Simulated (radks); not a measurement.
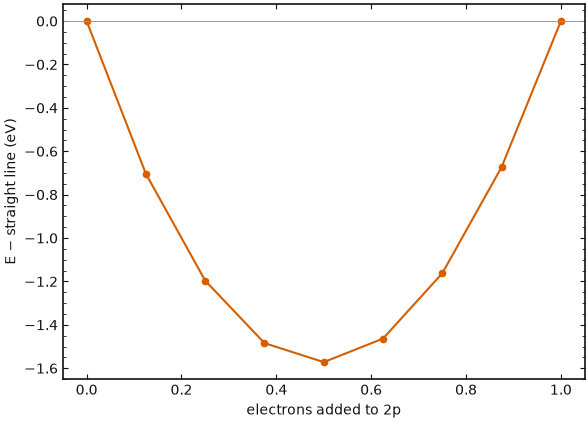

Method: non-relativistic Kohn-Sham, r2SCAN, spin-polarised, spherical densities, point nucleus; computed with the in-house radial solver radks. The occupation of the 2p shell is varied from O⁺ ([He] 2s2 2p3 (high spin)) to O ([He] 2s2 2p4 (high spin)), with spherical fractional occupations. The plot shows the total energy less the straight line between the end points.

Q: Is the energy convex or concave in the occupation, and by how much?

A: The curve is convex (below the straight line), with the largest deviation among the points computed, −1.57 eV, at 0.5. The end points differ by 12.9 eV, the energy to take the electron out. Convexity is the mark of the delocalisation error, which puts fractional charges too low; for p, d and f shells the spherical spreading of the fraction adds to it.
